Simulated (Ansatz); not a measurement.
# BCCD(T)/def2-TZVPP run of CF2 (SMILES F[C]F)

What is the electronic atomisation energy of CF2 at BCCD(T)/def2-TZVPP? 

The results are computed with Ansatz 0.2.0.

31 further runs of the same task are left out: 31 set aside as unsound or not needed.

## (1) The molecule

CF2: 3 atoms, total charge 0, spin state singlet. As SMILES, `F[C]F`. The shape is that of a PBE0-D4/def2-TZVP optimisation.

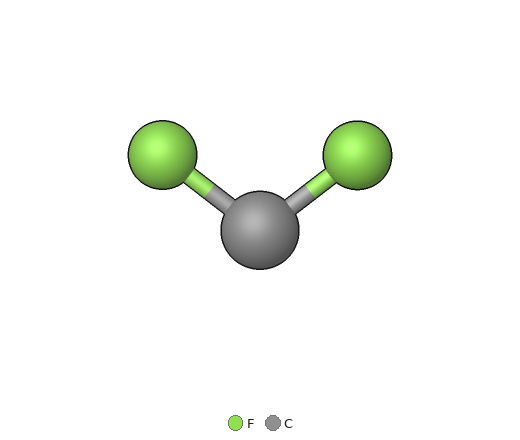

The structure, seen from a chosen angle (fluorine green, carbon grey).

## (2) The energy at BCCD(T)/def2-TZVPP

job.yaml

```yaml
crystal:
  periodic: [false, false, false]
  atoms:
    - symbol: F
      position_ang: [0.316310, 0.971410, 0.281600]
    - symbol: C
      position_ang: [0.382340, -0.318520, 0.175150]
    - symbol: F
      position_ang: [-0.698640, -0.652890, -0.456750]
basis:
  gaussian:
    orbitals: def2-TZVPP
correlation:
  method: bccd_t
  frozen_orbitals: {C: 1, F: 1}
accuracy: high
scf:
  omitted_lower_state_checks: [cluster_reference, increment]
```

Run with:

```sh
ansatz run job.yaml --threads 1 --pin off --max-ram 3480MiB --events-out events.jsonl --progress --plain --runs-dir runs
```

The program printed:

```text
Warning: RAYON_NUM_THREADS=1 ignored (pool sized by the plan → 1); use --threads N
[... 11 lines left out ...]
3 core orbitals not correlated: weight in the atoms' cores, before any rotation towards them, 1.000 or more for the frozen orbitals, at most 0.000 for the correlated occupied ones
[... 25 lines left out ...]
Total energy: -6460.77579503 eV, -237.4291311964 hartree
Checks for a lower state left out: cluster_reference, increment
```

Wall time 4.8 s (1 thread of AMD EPYC 9R45 (Zen 5), shared host); peak memory 0.64 GiB.

## (3) The C atom at the same level

molecule.yaml

```yaml
crystal:
  periodic: [false, false, false]
  atoms:
    - {symbol: C, position_ang: [0.000000, 0.000000, 0.000000]}
basis:
  gaussian:
    orbitals: def2-TZVPP
magnetization:
  spin_polarized: true
  initial_magnetization: 2
correlation:
  method: bccd_t
  frozen_orbitals: {C: 1}
accuracy: high
scf:
  omitted_lower_state_checks: [cluster_reference, increment]
```

Run the same way, it converges to -37.78103 Eh (log not shown).

## (4) The F atom at the same level

input.yaml

```yaml
basis:
  gaussian: {orbitals: def2-TZVPP}
crystal:
  periodic: [false, false, false]
  atoms:
    - {symbol: F, position_ang: [0.000000, 0.000000, 0.000000]}
magnetization: {spin_polarized: true, initial_magnetization: 1}
correlation: {method: bccd_t, frozen_orbitals: {F: 1}}
accuracy: high
scf: {omitted_lower_state_checks: [cluster_reference, increment]}
```

Run with:

```sh
ansatz run input.yaml --threads 1 --pin off --max-ram 3480MiB --events-out events.jsonl --progress --plain --runs-dir runs
```

The program printed:

```text
Warning: RAYON_NUM_THREADS=1 ignored (pool sized by the plan → 1); use --threads N
[... 13 lines left out ...]
1 core orbitals not correlated: weight in the atoms' cores, before any rotation towards them, 1.000 or more for the frozen orbitals, at most 0.000 for the correlated occupied ones
[... 19 lines left out ...]
Total energy: -2710.93604382 eV, -99.6250620719 hartree
Checks for a lower state left out: cluster_reference, increment
```

Run time: 0.44 s. Hardware: 1 thread of AMD EPYC 9R45 (Zen 5), shared host.

## (5) Outcome

At BCCD(T)/def2-TZVPP, 3 core orbitals frozen:

```
                                             quantity          value
                               molecule: total energy  -237.42913 Eh
molecule: correlation energy (3 core orbitals frozen)     -660.7 mEh
                             molecule: (T) correction     -24.65 mEh
                                 C atom: total energy   -37.78103 Eh
   C atom: correlation energy (1 core orbital frozen)      -88.5 mEh
                               C atom: (T) correction      -2.07 mEh
            C atom: ⟨S²⟩ of the reference determinant          2.010
                                 F atom: total energy   -99.62506 Eh
   F atom: correlation energy (1 core orbital frozen)     -213.3 mEh
                               F atom: (T) correction      -3.60 mEh
            F atom: ⟨S²⟩ of the reference determinant          0.754
                        electronic atomisation energy      10.830 eV
```

**Reading.** Taking the molecule apart into free atoms costs 10.83 eV (250 kcal/mol), before zero-point energy and without spin-orbit coupling. The restricted solution (molecule) is unstable to spin breaking: an unrestricted one lies lower. The triples (molecule) make up 3.7 % of the correlation energy. The triples (C atom) make up 2.3 % of the correlation energy. The triples (F atom) make up 1.7 % of the correlation energy.
